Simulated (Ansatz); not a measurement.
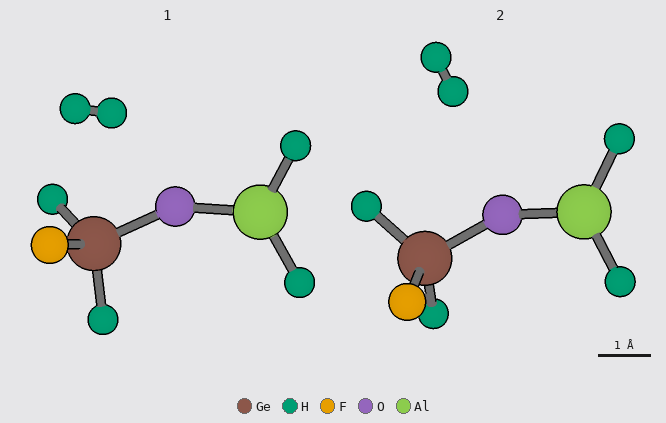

Two geometries of AlGeH₆OF, drawn at one scale. One is the start of a relaxation, the other its converged end. A ball-and-stick model, seen at a tilt.

Method: RKS BHLYP-D4/def2-SVP (Ansatz 0.2.0). Settings: no spin polarisation; force threshold 0.03 eV/Å; at most 50 steps.

**Which geometry has the lower energy?**

Structure 2 is the relaxed one. The run prepares an end point of a later path (reaction) calculation, from a guessed geometry. After 26 accepted moves (29 points after the start) the energy has fallen by 3.86 kcal/mol. Largest force component: 1.2 eV/Å at the start, 0.013 eV/Å at the end. The line search rejected the trial steps at points 4, 7, 13 of the run. The forces were under the threshold at step 22, but the run went on from there. The largest move after the best rigid fit is that of the F atom, 1.19 Å. Largest moves by element: F 1.19 Å, H 1.13 Å, Ge 0.29 Å, O 0.22 Å, Al 0.21 Å. Near-neighbour distances that change, for instance: H–H 0.714 → 0.754 Å, Ge–O 1.754 → 1.735 Å. Groups turn about Ge–O by about 50°.

Limits of the set-up: the start holds two separate molecules, 2.2 Å apart at their closest, whose relative position is a soft coordinate.
